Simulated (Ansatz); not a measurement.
# How Pd(110) screens a field

Where does the screening charge of Pd(110) sit?

Program: Ansatz 0.2.0. Level of theory: plane-wave DFT, PBE, Ansatz PAW. Results are calculated unless marked as measured.

### Step 1. The starting structure

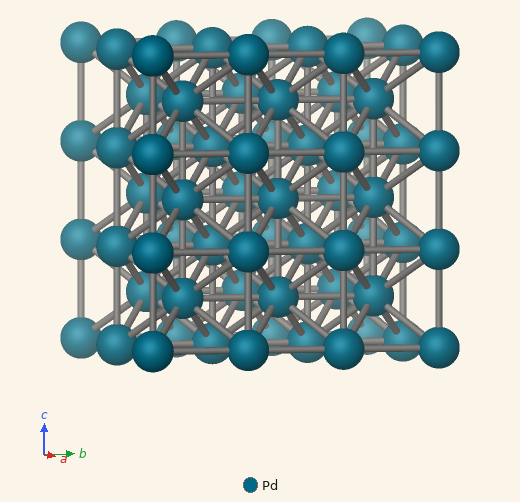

The starting structure, seen from the side, with the c axis up (palladium blue). 2×3×1 cells are drawn. Some periodic images of atoms are drawn too.

The cell holds 7 atoms: 7 Pd. Cell: a = 3.890 Å, b = 2.751 Å, c = 26.252 Å, α = 90.0°, β = 90.0°, γ = 90.0°. Vacuum lies along c.

### Step 2. Single point, field 0

A sawtooth potential applies the field, turning back in the middle of the vacuum. With the dipole correction the typed value is the field outside the slab. The induced dipole is small, so the SCF threshold is tight.

Input file input.yaml:

```yaml
crystal:
  lattice:
    - [3.89, 0.0, 0.0]
    - [0.0, 2.7506453788, 0.0]
    - [0.0, 0.0, 26.2519361364]
  atoms:
    - { symbol: Pd, position: [0.0, 0.0, 0.3428318564] }
    - { symbol: Pd, position: [0.5, 0.5, 0.3952212376] }
    - { symbol: Pd, position: [0.0, 0.0, 0.4476106188] }
    - { symbol: Pd, position: [0.5, 0.5, 0.5] }
    - { symbol: Pd, position: [0.0, 0.0, 0.5523893812] }
    - { symbol: Pd, position: [0.5, 0.5, 0.6047787624] }
    - { symbol: Pd, position: [0.0, 0.0, 0.6571681436] }
kpoints:
  mp_grid: { grid: [14, 18, 1] }
hamiltonian:
  xc: pbe
scf:
  occupations: { method: fermi_dirac, width: 0.1 }
  convergence: { dr2_threshold: 1.0e-10 }
efield:
  axis: 3
  dipole_correction: true
  ramp_position: 0.97
  ramp_width: 0.06
  amplitude: 0
output:
  forces: true
  write_potential: true
  write_density: true
  volumetric_format: npy
```

Launch:

```console
$ ansatz run input.yaml --threads 4 --pin off --max-ram 6144MiB --backend cpu --events-out ev --progress --plain --runs-dir out
```

Numbers of over 12 decimals in the logs are rounded to 6 here.

Output:

```text
Engine: ansatz 0.2.0, aarch64-unknown-linux-gnu
Pseudopotentials: kind: paw
Pseudopotential: Pd, paw, valence charge 18, recommended cutoff 420 eV (normal), Pd.paw.azcp
Functional definition: PBE
  parameter kappa = 0.804
  parameter beta = 0.066725
  exchange = pbe_x(kappa = kappa, mu = beta*pi^2/3)
  correlation = pbe_c(beta = beta)
Crystal: 7 atoms, lattice volume = 280.896 Å³
Basis set: ecut = 420 eV, 5495 PW (Γ), exchange–correlation on 54×40×360 points (8 copies of the dense FFT grid, shifted against one another)
Bands: 76, of which v1, the nominal top of the filled ones, is band 63 counted from 1 (62 counted from 0)
Symmetry: 4 space group operations
k-points: 80 of 252
Non-local potential: Pd, projectors of the file, l = 0: 2, l = 1: 2, l = 2: 2, l = 3: 1
PAW form: soft (Blöchl's): semilocal exchange-correlation on the pseudo side does not see the compensation charge
PAW one-centre angular grid: Pd, 590 points (default); XC on 64 Gauss nodes
Initial density: superposition of atomic densities (neutral atoms: chi_scale 0, normalization atom), corrected by the library's trained network
Initial wavefunctions: pseudopotential atomic-orbital guess
Functional: x = pbe(κ = 0.804, μ = 0.219515), c = pbe(β = 0.066725)
SCF iter   1: F=—  HF=-48808.022085 eV  |F-HF|=—  |Δ(HF+E_count)|=         —  Δρ=1.03e-2  dr2=2.39e0  ethr=1.77e-3  p=0.000 e·Å  D=2.63e-14 V/Å  ΔV_dip=-0.00 eV  dr2_dipole=4.50e-8  V_vac-E_F(+/−)=4.52/4.52 eV  ⟨swp⟩=7.5  Hψ=25242  notcnv=0  defer=119
efield: sawtooth ramp at fractional position 0.9700 (set: `efield.ramp_position`, or a place that a band, a saddle search or an elastic batch's reference lends), width 0.0600; the density the first Hamiltonian is built on has a dipole p = 0.000 e·Å; the dipole correction subtracts the counter field D = 2.63e-14 V/Å, which shifts the + side's vacuum level by -0.00 eV against the − side's; the planar-averaged density in the ramp window peaks in size at 1.4e-6 e/Å³
preconditioner: auto → LDOS  [metal: Δε(μ)=0.006 eV  Ē_g=6.862 eV  σ=0.100 eV  W_gap=0.02  n_scr=58 (ndim 8)  ℏωp=18.5 eV  f_vac=0.582  D(μ)=14.24/eV (n_scr^D=136)  β→1.0]
SCF iter   2: F=—  HF=-48807.979435 eV  |F-HF|=—  |Δ(HF+E_count)|=   4.27e-2  Δρ=5.86e-3  dr2=1.73e-1  ethr=1.77e-3  p=0.000 e·Å  D=8.52e-6 V/Å  ΔV_dip=-0.00 eV  dr2_dipole=4.60e-8  V_vac-E_F(+/−)=4.88/4.88 eV  ⟨swp⟩=2.3  Hψ=7489  notcnv=0  defer=252
SCF iter   3: F=—  HF=-48807.974382 eV  |F-HF|=—  |Δ(HF+E_count)|=   5.05e-3  Δρ=2.04e-3  dr2=9.46e-2  ethr=1.37e-4  p=0.000 e·Å  D=1.95e-6 V/Å  ΔV_dip=-0.00 eV  dr2_dipole=3.36e-9  V_vac-E_F(+/−)=4.79/4.79 eV  ⟨swp⟩=2.0  Hψ=9261  notcnv=0  defer=267
SCF iter   4: F=—  HF=-48807.970663 eV  |F-HF|=—  |Δ(HF+E_count)|=   3.72e-3  Δρ=8.41e-4  dr2=2.48e-3  ethr=7.51e-5  p=0.000 e·Å  D=2.88e-7 V/Å  ΔV_dip=-0.00 eV  dr2_dipole=2.55e-11  V_vac-E_F(+/−)=4.85/4.85 eV  ⟨swp⟩=2.3  Hψ=7646  notcnv=0  defer=267
SCF iter   5: F=—  HF=-48807.970911 eV  |F-HF|=—  |Δ(HF+E_count)|=   2.47e-4  Δρ=3.22e-4  dr2=4.29e-4  ethr=1.96e-6  p=0.000 e·Å  D=2.70e-7 V/Å  ΔV_dip=-0.00 eV  dr2_dipole=2.42e-11  V_vac-E_F(+/−)=4.84/4.84 eV  ⟨swp⟩=2.6  Hψ=9139  notcnv=0  defer=267
SCF iter   6: F=—  HF=-48807.971002 eV  |F-HF|=—  |Δ(HF+E_count)|=   9.20e-5  Δρ=1.60e-4  dr2=1.24e-4  ethr=3.41e-7  p=0.000 e·Å  D=3.14e-8 V/Å  ΔV_dip=-0.00 eV  dr2_dipole=2.56e-13  V_vac-E_F(+/−)=4.84/4.84 eV  ⟨swp⟩=1.6  Hψ=6192  notcnv=0  defer=267
SCF iter   7: F=—  HF=-48807.970999 eV  |F-HF|=—  |Δ(HF+E_count)|=   3.71e-6  Δρ=5.96e-5  dr2=2.07e-5  ethr=9.87e-8  p=0.000 e·Å  D=3.89e-9 V/Å  ΔV_dip=-0.00 eV  dr2_dipole=5.19e-12  V_vac-E_F(+/−)=4.84/4.84 eV  ⟨swp⟩=1.5  Hψ=6326  notcnv=0  defer=267
SCF iter   8: F=—  HF=-48807.971058 eV  |F-HF|=—  |Δ(HF+E_count)|=   5.96e-5  Δρ=2.15e-5  dr2=1.53e-6  ethr=1.64e-8  p=-0.000 e·Å  D=-3.24e-8 V/Å  ΔV_dip=0.00 eV  dr2_dipole=4.50e-14  V_vac-E_F(+/−)=4.84/4.84 eV  ⟨swp⟩=2.2  Hψ=8452  notcnv=0  defer=267
SCF iter   9: F=—  HF=-48807.971107 eV  |F-HF|=—  |Δ(HF+E_count)|=   4.85e-5  Δρ=5.43e-6  dr2=2.20e-7  ethr=1.21e-9  p=-0.000 e·Å  D=-8.97e-9 V/Å  ΔV_dip=0.00 eV  dr2_dipole=1.48e-12  V_vac-E_F(+/−)=4.84/4.84 eV  ⟨swp⟩=3.0  Hψ=12030  notcnv=0  defer=244
SCF iter  10: F=—  HF=-48807.971107 eV  |F-HF|=—  |Δ(HF+E_count)|=   2.26e-8  Δρ=2.76e-6  dr2=2.48e-8  ethr=1.74e-10  p=-0.000 e·Å  D=-7.55e-9 V/Å  ΔV_dip=0.00 eV  dr2_dipole=4.96e-13  V_vac-E_F(+/−)=4.84/4.84 eV  ⟨swp⟩=2.5  Hψ=9586  notcnv=0  defer=244
SCF iter  11: F=—  HF=-48807.971107 eV  |F-HF|=—  |Δ(HF+E_count)|=   4.26e-8  Δρ=7.34e-7  dr2=2.06e-9  ethr=1.97e-11  p=-0.000 e·Å  D=-1.90e-9 V/Å  ΔV_dip=0.00 eV  dr2_dipole=4.42e-14  V_vac-E_F(+/−)=4.84/4.84 eV  ⟨swp⟩=2.1  Hψ=8818  notcnv=0  defer=244
SCF iter  12: F=—  HF=-48807.971107 eV  |F-HF|=—  |Δ(HF+E_count)|=   2.51e-8  Δρ=2.28e-7  dr2=2.29e-10  ethr=1.63e-12  p=0.000 e·Å  D=1.31e-9 V/Å  ΔV_dip=-0.00 eV  dr2_dipole=1.34e-15  V_vac-E_F(+/−)=4.84/4.84 eV  ⟨swp⟩=2.2  Hψ=8820  notcnv=0  defer=244
iter 13 met the thresholds in force, and the SCF goes on: an eigenvalue changes by 1.41 meV, over its tolerance of 1.02 meV (output.eigenvalues, Limitations)
SCF iter  13: F=-48807.971107 eV  HF=-48807.971107 eV  |F-HF|=7.13e-10  |Δ(HF+E_count)|=   3.46e-9  Δρ=9.30e-8  dr2=3.41e-11  ethr=1.00e-12  p=0.000 e·Å  D=6.98e-10 V/Å  ΔV_dip=-0.00 eV  dr2_dipole=5.68e-17  V_vac-E_F(+/−)=4.84/4.84 eV  ⟨swp⟩=17.6  Hψ=37639  notcnv=0
SCF iter  14: F=-48807.971107 eV  HF=-48807.971107 eV  |F-HF|=3.49e-10  |Δ(HF+E_count)|=  7.42e-10  Δρ=4.44e-8  dr2=1.29e-11  ethr=1.00e-12  p=0.000 e·Å  D=2.28e-10 V/Å  ΔV_dip=-0.00 eV  dr2_dipole=1.83e-16  V_vac-E_F(+/−)=4.84/4.84 eV  ⟨swp⟩=7.2  Hψ=30258  notcnv=0
SCF 1 converged in 14 iterations: F = -48807.971107 eV  dr2 = 1.29e-11
  greatest PAW one-centre occupation: 0.999 electrons in one spin orbital (limit 2), on the Pd atom at site 0 (counted from 0), in its partial waves of l = 0
WARN: The output density's exchange-correlation potential varies sharply where the density is thin. Do not read a vacuum level from v_tot or v_xc, or from such a field of the output density. On a cell that repeats whose density bears no net charge and no dipole along the vacuum's axis use v_es (v_loc + v_h of the components); under efield.dipole_correction with no amplitude use v_es + v_field, which holds any externa [...]
SCF converged after 14 iterations
an eigenvalue changed by more than its tolerance at an iteration that met the thresholds in force, so the SCF went on 1 time: the last check found none over its tolerance
Free energy (F): -48807.971107 eV
Harris-Foulkes:  -48807.971107 eV  (|F-HF|=3.49e-10)
Internal energy: -48807.493697 eV  (E = F + TS)
E sigma→0 (E₀):  -48807.732402 eV
Entropy (-TS):   -0.477410 eV (-68.201 meV/atom)
Fermi energy:    4.223859 eV
Dipole field:    D = -0.000000 V/Å  (p = -0.000000 e·Å, saw-weighted, corrected)
Work function:   Φ+ = 4.8373 eV   Φ− = 4.8373 eV
Levels:          The Fermi level and band energies are counted from a zero that moves with the ramp; work functions are not
--- Per-component energies (eV) ---
  E_band       = -2893.020856
  E_kinetic    = 3595.935269
  E_local      = -249203.586484  (includes V_loc(G=0)·N_el)
  E_nonlocal   = 1523.000129
  E_hartree    = 122488.877858
  E_xc         = -1177.700240
  E_vxc        = -1477.021502  (∫ρ·V_xc dr)
  E_paw        = -26253.641717  (= ΣΔE_a)
  E_vpaw       = -2309.104788  (= ΣTr[D̂ρ^β])
  E_aug_tail   = 0.001587  (compensation charges beyond the density's cutoff)
  E_efield     = 0.000000  (sawtooth field / dipole correction)
  E_vefield    = 0.000000  (∫n·V_field dr)
  E_ewald      = 100219.619903
  E_smearing   = -0.477410  (= −TS)
  E_closure    = 0.000000  (closes the sum)
  Σ components = -48807.971107   (vs F -48807.971107, Δ=0.00e0)
--- Forces (eV/Å), atoms counted from 1 ---
  atom   1  Pd     0.00000000     0.00000000     0.08424786
  atom   2  Pd     0.00000000     0.00000000    -0.56300078
  atom   3  Pd     0.00000000     0.00000000    -0.07424839
  atom   4  Pd     0.00000000     0.00000000     0.00000000
  atom   5  Pd     0.00000000     0.00000000     0.07424839
  atom   6  Pd     0.00000000     0.00000000     0.56300076
  atom   7  Pd     0.00000000     0.00000000    -0.08424784
  max |Σ_I F_I| component: 3.08e-9 eV/Å
--- Band table (eV; the first three rows and the last of 80) ---
  k-point 0: bands = [... 59 lower, 3.7875, 3.8222, 3.8489, 4.0922, 4.1026, 4.2748, 4.4636, 4.8762, ... 9 higher]
  k-point 1: bands = [... 59 lower, 3.6945, 3.9018, 3.9201, 3.9761, 4.0388, 4.3537, 4.3715, 4.9234, ... 9 higher]
  k-point 2: bands = [... 59 lower, 3.5564, 3.8683, 3.8995, 3.9330, 4.0031, 4.2288, 4.4556, 5.0581, ... 9 higher]
  k-point 79: bands = [... 59 lower, 4.2090, 4.2812, 4.3650, 4.3920, 6.1460, 6.2804, 8.0820, 8.3585, ... 9 higher]
```

Run time: 2.3 min. Hardware: 4 threads of Arm Neoverse N1, shared host; peak memory 1.4 GiB; 9.2 min of CPU time.

Reading the cycles: dr2 is the Hartree energy of the density residual (eV), the measure of convergence; HF is the Harris–Foulkes estimate of the energy, which meets the free energy F at convergence.

Numbers from this step:

```yaml
energy_at_zero_smearing: -48807.7324 eV
work_function_upper_face: 4.837 eV
dipole_along_the_normal: -2.35e-8 e·Å
```

Running mean over 1.375 Å of the planar mean; the ramp of the sawtooth is left out. The electron's electrostatic potential energy less the Fermi level by z:

```
z (Å)  electron's electrostatic potential energy less the Fermi level (eV)
    4                                                                 4.84
    6                                                                 4.82
    8                                                                0.986
   10                                                                -8.41
   12                                                                -8.67
   14                                                                -8.67
   16                                                                -8.49
   18                                                                -1.37
   20                                                                 4.80
   22                                                                 4.84
```

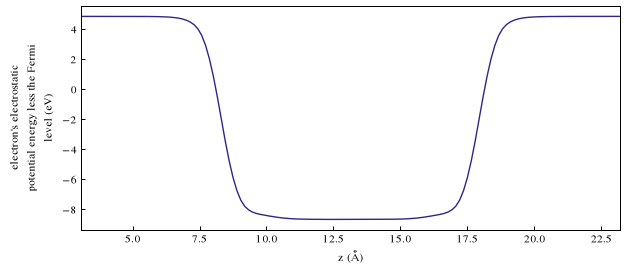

Electron's electrostatic potential energy less the Fermi level against z.

Force by atom:

```
atom  x (eV/Å)  y (eV/Å)  z (eV/Å)   size
 Pd1     0.000     0.000     0.084  0.084
 Pd2     0.000     0.000    -0.563  0.563
 Pd3     0.000     0.000    -0.074  0.074
 Pd4     0.000     0.000     0.000  0.000
 Pd5     0.000     0.000     0.074  0.074
 Pd6     0.000     0.000     0.563  0.563
 Pd7     0.000     0.000    -0.084  0.084
```

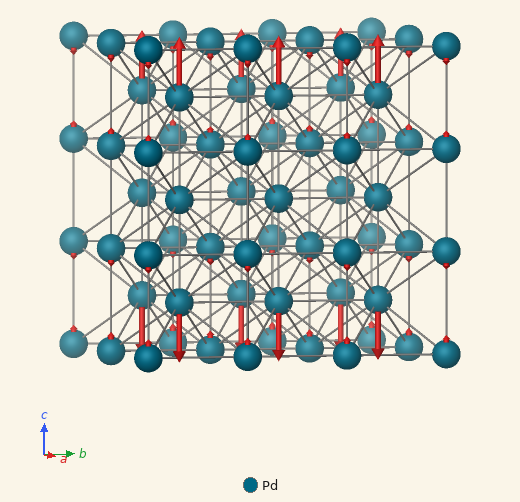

Force as arrows, the longest 0.563 eV/Å. 2×3×1 cells are drawn. Some periodic images of atoms are drawn too.

The work function of the upper face is 4.84 eV.

### Step 3. Atoms held, field 0.05 V/Å

input.yaml, as its differences from that of step 2:

```diff
@@ -25,3 +25,3 @@
   ramp_width: 0.06
-  amplitude: 0
+  amplitude: 0.05
 output:
```

Output:

```text
[...]
Crystal: 7 atoms, lattice volume = 280.896 Å³
Basis set: ecut = 420 eV, 5495 PW (Γ), exchange–correlation on 54×40×360 points (8 copies of the dense FFT grid, shifted against one another)
Bands: 76, of which v1, the nominal top of the filled ones, is band 63 counted from 1 (62 counted from 0)
Symmetry: 4 space group operations
k-points: 80 of 252
[...]
k-point 0: bands = [... 59 lower, 3.7873, 3.8220, 3.8487, 4.0921, 4.1024, 4.2746, 4.4634, 4.8760, ... 9 higher]
  k-point 1: bands = [... 59 lower, 3.6944, 3.9016, 3.9199, 3.9759, 4.0386, 4.3536, 4.3713, 4.9232, ... 9 higher]
  k-point 2: bands = [... 59 lower, 3.5562, 3.8682, 3.8994, 3.9328, 4.0029, 4.2286, 4.4554, 5.0579, ... 9 higher]
  k-point 79: bands = [... 59 lower, 4.2088, 4.2810, 4.3648, 4.3918, 6.1458, 6.2802, 8.0819, 8.3583, ... 9 higher]
[key lines of the parts left out:]
SCF converged after 17 iterations
Free energy (F): -48807.971926 eV
Fermi energy:    4.223689 eV
Dipole field:    D = 0.021096 V/Å  (p = 0.032749 e·Å, saw-weighted, corrected)
```

Wall time 2.4 min (4 threads); peak memory 1.4 GiB; 9.4 min of CPU time.

The dipole is 0.0327 e·Å.

### Step 4. Single point, field -0.05 V/Å

input.yaml, as its differences from that of step 3:

```diff
@@ -25,3 +25,3 @@
   ramp_width: 0.06
-  amplitude: 0.05
+  amplitude: -0.05
 output:
```

Output:

```text
[...]
Crystal: 7 atoms, lattice volume = 280.896 Å³
Basis set: ecut = 420 eV, 5495 PW (Γ), exchange–correlation on 54×40×360 points (8 copies of the dense FFT grid, shifted against one another)
Bands: 76, of which v1, the nominal top of the filled ones, is band 63 counted from 1 (62 counted from 0)
Symmetry: 4 space group operations
k-points: 80 of 252
[...]
k-point 0: bands = [... 59 lower, 3.7873, 3.8220, 3.8487, 4.0921, 4.1024, 4.2746, 4.4634, 4.8760, ... 9 higher]
  k-point 1: bands = [... 59 lower, 3.6944, 3.9016, 3.9199, 3.9759, 4.0386, 4.3536, 4.3713, 4.9232, ... 9 higher]
  k-point 2: bands = [... 59 lower, 3.5562, 3.8682, 3.8994, 3.9328, 4.0029, 4.2286, 4.4554, 5.0579, ... 9 higher]
  k-point 79: bands = [... 59 lower, 4.2088, 4.2810, 4.3648, 4.3918, 6.1458, 6.2802, 8.0819, 8.3583, ... 9 higher]
[key lines of the parts left out:]
SCF converged after 17 iterations
Free energy (F): -48807.971926 eV
Fermi energy:    4.223689 eV
Dipole field:    D = -0.021096 V/Å  (p = -0.032749 e·Å, saw-weighted, corrected)
```

The job ended after 2.4 min (4 threads; peak memory 1.4 GiB).

The dipole is -0.0327 e·Å.

### Step 5. Single point, field 0.1 V/Å

input.yaml, as its differences from that of step 4:

```diff
@@ -25,3 +25,3 @@
   ramp_width: 0.06
-  amplitude: -0.05
+  amplitude: 0.1
 output:
```

Output:

```text
[...]
Crystal: 7 atoms, lattice volume = 280.896 Å³
Basis set: ecut = 420 eV, 5495 PW (Γ), exchange–correlation on 54×40×360 points (8 copies of the dense FFT grid, shifted against one another)
Bands: 76, of which v1, the nominal top of the filled ones, is band 63 counted from 1 (62 counted from 0)
Symmetry: 4 space group operations
k-points: 80 of 252
[...]
k-point 0: bands = [... 59 lower, 3.7868, 3.8215, 3.8481, 4.0916, 4.1019, 4.2741, 4.4629, 4.8753, ... 9 higher]
  k-point 1: bands = [... 59 lower, 3.6938, 3.9011, 3.9193, 3.9754, 4.0381, 4.3531, 4.3708, 4.9225, ... 9 higher]
  k-point 2: bands = [... 59 lower, 3.5557, 3.8677, 3.8989, 3.9323, 4.0023, 4.2281, 4.4549, 5.0572, ... 9 higher]
  k-point 79: bands = [... 59 lower, 4.2083, 4.2805, 4.3643, 4.3913, 6.1453, 6.2797, 8.0814, 8.3578, ... 9 higher]
[key lines of the parts left out:]
SCF converged after 17 iterations
Free energy (F): -48807.974382 eV
Fermi energy:    4.223181 eV
Dipole field:    D = 0.042194 V/Å  (p = 0.065499 e·Å, saw-weighted, corrected)
```

The job ended after 2.4 min (4 threads; peak memory 1.4 GiB; 9.6 min of CPU time).

The dipole is 0.0655 e·Å.

### Step 6. Atoms held, field -0.1 V/Å

input.yaml, as its differences from that of step 5:

```diff
@@ -25,3 +25,3 @@
   ramp_width: 0.06
-  amplitude: 0.1
+  amplitude: -0.1
 output:
```

Output:

```text
[...]
Crystal: 7 atoms, lattice volume = 280.896 Å³
Basis set: ecut = 420 eV, 5495 PW (Γ), exchange–correlation on 54×40×360 points (8 copies of the dense FFT grid, shifted against one another)
Bands: 76, of which v1, the nominal top of the filled ones, is band 63 counted from 1 (62 counted from 0)
Symmetry: 4 space group operations
k-points: 80 of 252
[...]
k-point 0: bands = [... 59 lower, 3.7868, 3.8215, 3.8481, 4.0916, 4.1019, 4.2741, 4.4629, 4.8753, ... 9 higher]
  k-point 1: bands = [... 59 lower, 3.6938, 3.9011, 3.9193, 3.9754, 4.0381, 4.3531, 4.3708, 4.9225, ... 9 higher]
  k-point 2: bands = [... 59 lower, 3.5557, 3.8677, 3.8989, 3.9323, 4.0023, 4.2281, 4.4549, 5.0572, ... 9 higher]
  k-point 79: bands = [... 59 lower, 4.2083, 4.2805, 4.3643, 4.3913, 6.1453, 6.2797, 8.0814, 8.3578, ... 9 higher]
[key lines of the parts left out:]
SCF converged after 17 iterations
Free energy (F): -48807.974382 eV
Fermi energy:    4.223181 eV
Dipole field:    D = -0.042194 V/Å  (p = -0.065499 e·Å, saw-weighted, corrected)
```

It took 2.4 min on 4 threads; peak memory 1.4 GiB; 9.5 min of CPU time.

The dipole is -0.0655 e·Å.

### Step 7. Atoms held, field 0.2 V/Å

input.yaml, as its differences from that of step 6:

```diff
@@ -25,3 +25,3 @@
   ramp_width: 0.06
-  amplitude: -0.1
+  amplitude: 0.2
 output:
```

Output:

```text
[...]
Crystal: 7 atoms, lattice volume = 280.896 Å³
Basis set: ecut = 420 eV, 5495 PW (Γ), exchange–correlation on 54×40×360 points (8 copies of the dense FFT grid, shifted against one another)
Bands: 76, of which v1, the nominal top of the filled ones, is band 63 counted from 1 (62 counted from 0)
Symmetry: 4 space group operations
k-points: 80 of 252
[...]
k-point 0: bands = [... 59 lower, 3.7848, 3.8194, 3.8455, 4.0895, 4.0999, 4.2720, 4.4608, 4.8727, ... 9 higher]
  k-point 1: bands = [... 59 lower, 3.6917, 3.8991, 3.9169, 3.9734, 4.0361, 4.3510, 4.3688, 4.9198, ... 9 higher]
  k-point 2: bands = [... 59 lower, 3.5536, 3.8656, 3.8968, 3.9303, 4.0000, 4.2261, 4.4529, 5.0544, ... 9 higher]
  k-point 79: bands = [... 59 lower, 4.2063, 4.2784, 4.3623, 4.3893, 6.1433, 6.2777, 8.0794, 8.3558, ... 9 higher]
[key lines of the parts left out:]
SCF converged after 17 iterations
Free energy (F): -48807.984207 eV
Fermi energy:    4.221141 eV
Dipole field:    D = 0.084402 V/Å  (p = 0.131020 e·Å, saw-weighted, corrected)
```

Elapsed: 2.4 min, on 4 threads; peak memory 1.4 GiB; 9.5 min of CPU time.

The dipole is 0.131 e·Å.

### Step 8. Atoms held, field -0.2 V/Å

input.yaml, as its differences from that of step 7:

```diff
@@ -25,3 +25,3 @@
   ramp_width: 0.06
-  amplitude: 0.2
+  amplitude: -0.2
 output:
```

Output:

```text
[...]
Crystal: 7 atoms, lattice volume = 280.896 Å³
Basis set: ecut = 420 eV, 5495 PW (Γ), exchange–correlation on 54×40×360 points (8 copies of the dense FFT grid, shifted against one another)
Bands: 76, of which v1, the nominal top of the filled ones, is band 63 counted from 1 (62 counted from 0)
Symmetry: 4 space group operations
k-points: 80 of 252
[...]
k-point 0: bands = [... 59 lower, 3.7848, 3.8194, 3.8455, 4.0895, 4.0999, 4.2720, 4.4608, 4.8727, ... 9 higher]
  k-point 1: bands = [... 59 lower, 3.6917, 3.8991, 3.9169, 3.9734, 4.0361, 4.3510, 4.3688, 4.9198, ... 9 higher]
  k-point 2: bands = [... 59 lower, 3.5536, 3.8656, 3.8968, 3.9303, 4.0000, 4.2261, 4.4529, 5.0544, ... 9 higher]
  k-point 79: bands = [... 59 lower, 4.2063, 4.2784, 4.3623, 4.3893, 6.1433, 6.2777, 8.0794, 8.3558, ... 9 higher]
[key lines of the parts left out:]
SCF converged after 17 iterations
Free energy (F): -48807.984207 eV
Fermi energy:    4.221141 eV
Dipole field:    D = -0.084402 V/Å  (p = -0.131020 e·Å, saw-weighted, corrected)
```

The job ended after 2.4 min (4 threads; peak memory 1.4 GiB; 9.6 min of CPU time).

The dipole is -0.131 e·Å.

[end of part 1 of 2]

[Logs are printed without paths, hosts, clocks, repeated set-up lines and the standing remarks that a program may print on its own settings, such as how far it seeks lower states.]

[Hosts, paths, dates, database ids (printed as entryN), source tags and the programs' standing remarks are cut or masked in the printed files.]

[Maps of the electrostatic potential energy from Ansatz leave out the sawtooth potential of an applied field or a dipole correction, so their vacuum need not be flat; planar profiles and work functions include it.]
